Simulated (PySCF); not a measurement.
**C₃H₆O₂SSi: density, localisation and related maps**

Input

```
{"job": {"kind": "uv", "xc": "wB97X-D", "basis": "def2-SVPD", "nstates": 8, "ntriplets": 3}, "charge": 0, "multiplicity": 1}
C     -1.752910     1.394306    -0.596791
C     -0.664666     0.698767    -0.238160
S      0.869754     1.463472     0.098408
Si     2.251865    -0.153056     0.596999
C     -0.701307    -0.761846    -0.102210
O      0.251635    -1.441538     0.226208
O     -1.878928    -1.317133    -0.368505
H     -2.686523     0.900074    -0.796862
H     -1.710731     2.463956    -0.690176
H      2.518042    -0.963427    -0.578048
H      3.410129     0.725586     0.797848
H      1.914468    -0.728361     1.886426
H     -1.825218    -2.280313    -0.252867
```

Run with:

```sh
OMP_NUM_THREADS=1 python probes_run.py task.json out
```

Geometry: GFN2-xTB.

Theory: wB97X-D/def2-SVPD, SCF density, gas phase (PySCF 2.14.0).

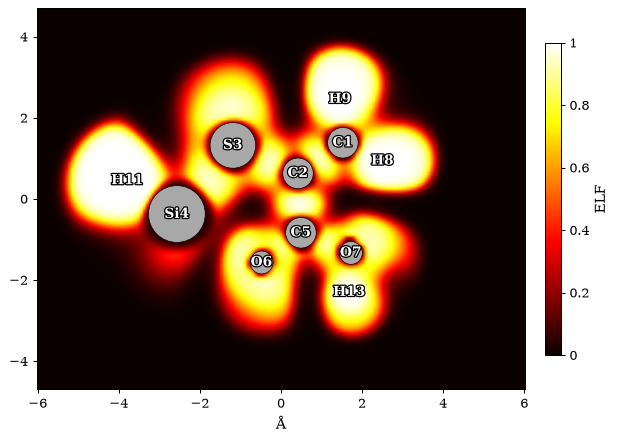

Figure 1. Electron localisation function on the plane of atoms H8, C1 and H9. Grey discs cover the atomic cores.

> Describe what can be read from this map.

- The section cuts through C, S, Si, O and H sites.
- C–O (1.22 Å): the ELF peaks at about 0.85 between the atoms; a multiple bond.
- C–C (1.34 Å): the ELF peaks at about 0.95 between the atoms; a short, multiple covalent bond.
- C–S (1.75 Å): the ELF peaks at about 0.95 between the atoms: a covalent bond.
- Si–S (2.18 Å): the ELF peaks at about 0.95 between the atoms (localised, covalent bonding).
- O–H (0.97 Å): the ELF climbs to about 1 towards the hydrogen, as it does in any bond to H (a covalent bond by its length).
- The ELF also peaks beside O6, O7 and S3, away from the bonds: lone-pair regions.

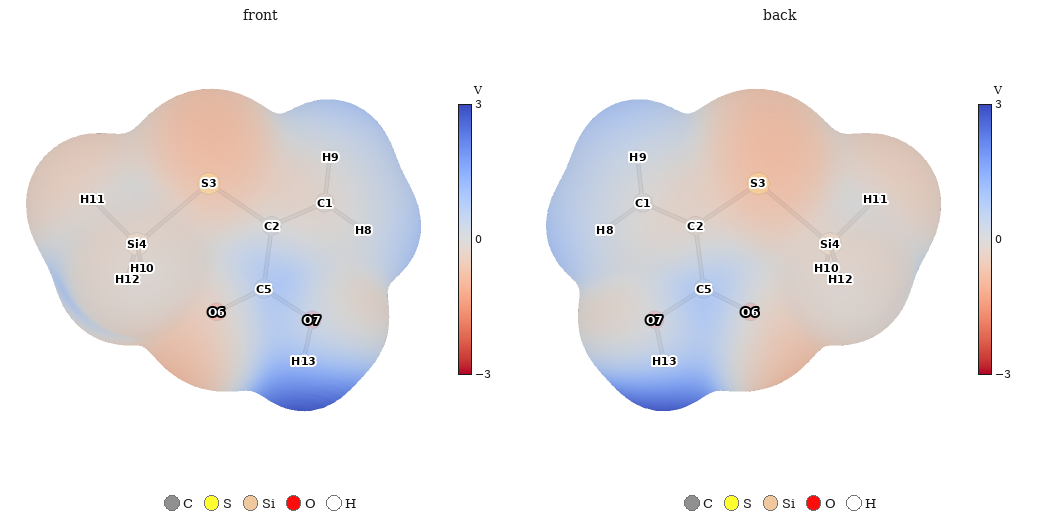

Figure 2. The electrostatic potential painted on the density surface at 0.001 e/bohr³, seen from the front and from behind; the colour scale runs from red (negative) to blue (positive).

> Where is the surface potential most negative and most positive?

The most negative region (about −0.8 V) lies over S3 and O6, the most positive (about +2.7 V) over H13.
